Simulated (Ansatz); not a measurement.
## Fields on a plane of TiO2 (rutile)

```
TiO2
1.0
    4.64353     0.00000     0.00000
    0.00000     4.64353     0.00000
    0.00000     0.00000     2.96370
Ti O
2 4
Direct
  0.00000   0.00000   0.00000
  0.50000   0.50000   0.50000
  0.30512   0.30512   0.00000
  0.80512   0.19488   0.50000
  0.19488   0.80512   0.50000
  0.69488   0.69488   0.00000
```

The slice is a (-1 2 0) plane (indices of the conventional cell) through the point (0.195, 0.805, 0.500) (fractional), spanned by u = [001] and v = [210] in vectors of this cell: u (2.96 Å) and v (10.38 Å, at 90° to u). It covers one period; positions are fractions (u, v).

Atoms on it: Ti at (0.00, 0.66), 0.2 Å off the plane; O at (0.50, 0.54), 0.2 Å off the plane; O at (0.00, 0.00). Other atoms lie within 1 Å of the plane.

Computed with PBE (plane waves to 420 eV, PAW, scalar-relativistic; Ansatz, an electronic-structure program). k mesh 7×7×11. These are valence fields of a PAW run, semicore shells included where kept as valence: close to a nucleus they are smooth pseudo fields. The PAW data are Ansatz's earlier set. TiO2 is run without spin polarisation. TiO2 was relaxed with its symmetry unable to fall.

```
|xxx-..-xx|
|xx+-::-+x|
|###+==+##|
|@@%#**#%@|
|%%%#**#%%|
|###*xx*##|
|:-=xxxx=-|
|   .xx.  |
|xx  --  x|
|xxx :: xx|
|xxx :: xx|
|xxx .. xx|
|xx xxxx x|
|   xxxx  |
|===xxxx==|
|##*xxxx*#|
|%%#+::+#%|
|##+:  :+#|
|*+-    -+|
|xx      x|
|xxx    xx|
|xxx    xx|
|xx=-..-=x|
|**#*++*#*|
|@@@%%%%@@|
|@@@@@@@@@|
|@@@@@@@@@|
|@@@@@@@@@|
|#%@@%%@@%|
|xx*####*x|
|xxx++++xx|
|xxx-::-xx|
```
Scale: ten equal steps from 2.00 (start of ' ') to 10.66 (end of '@'), in the order ' .:-=+*#%@'. Values: electrostatic potential energy of an electron, from the cell's mean, in eV. The map has 9 points along u (one character each, u = 0 at the left) and 32 along v (v = 0 in the bottom row). Points within 0.8 Å of a nucleus are blanked (x), as the pseudised field means little there. Values under 2 eV are set to 2. The zero, the cell's mean, hangs on the PAW cores.

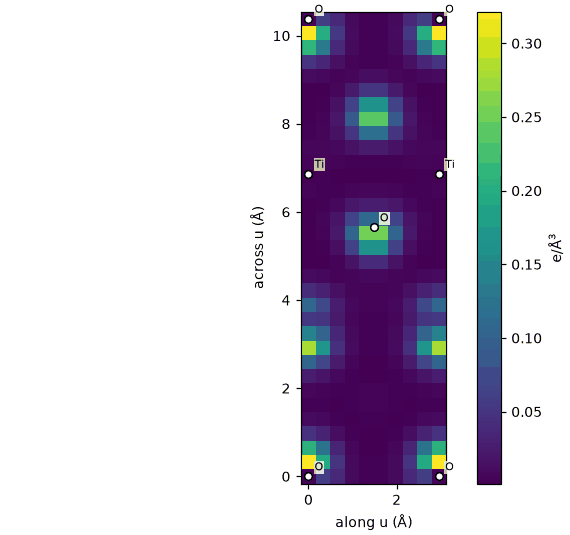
Figure: Density of the highest valence band (whole band, smooth part) in e/Å³, one period of the plane, atoms marked. 

* **Element round which the density of the highest valence band (whole band, smooth part) is largest on this plane**: O
* **Element round which the density of the lowest conduction band (whole band as if filled, smooth part) is largest on this plane**: Ti
